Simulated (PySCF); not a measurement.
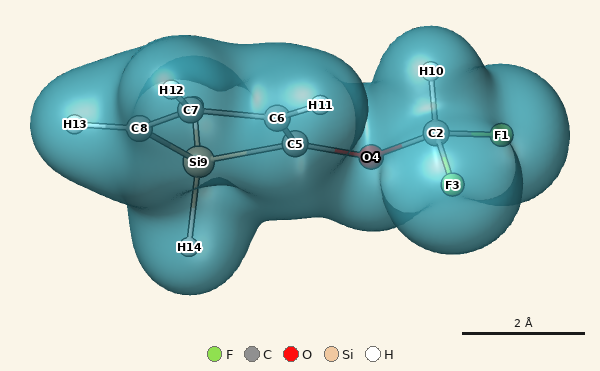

Figure 1: C5H6F2OSi (SMILES FC(F)OC1=CC=C[SiH2]1). Isosurface of the total electron density at 0.1 e/Å³ (cyan), seen from one side.

Geometry: GFN2-xTB.

Level of theory: PBE0/pcSseg-1, SCF density, gas phase, non-relativistic (PySCF).

```xyz
15

F     3.7090   -0.1601    0.1957
C     2.5041    0.2667   -0.2089
F     2.5725    1.6237   -0.2146
O     1.5816   -0.1941    0.6587
C     0.2551   -0.1080    0.2898
C    -0.2584    0.5254   -0.7723
C    -1.7060    0.4258   -0.8875
C    -2.3541   -0.2686    0.0584
Si   -1.1225   -0.9328    1.3190
H     2.3476   -0.0568   -1.2564
H     0.2961    1.0926   -1.5053
H    -2.1942    0.9119   -1.7201
H    -3.4247   -0.3814    0.0471
H    -1.2320   -0.3492    2.6523
H    -0.9785   -2.3870    1.3222
```

Which contacts does the surface bridge?

At this value the surface is in one piece. It bridges the sampled C–C (1.34 Å), C–F (1.34 Å), C–O (1.35 Å) and C–Si (1.88 Å) contacts, where the density stays above the isovalue. On the grid the lowest density along these lines, outside the cores, is 2.3 e/Å³ (C–C, 1.34 Å), 1.9 e/Å³ (C–F, 1.34 Å), 2.1 e/Å³ (C–O, 1.35 Å) and 0.79 e/Å³ (C–Si, 1.88 Å).
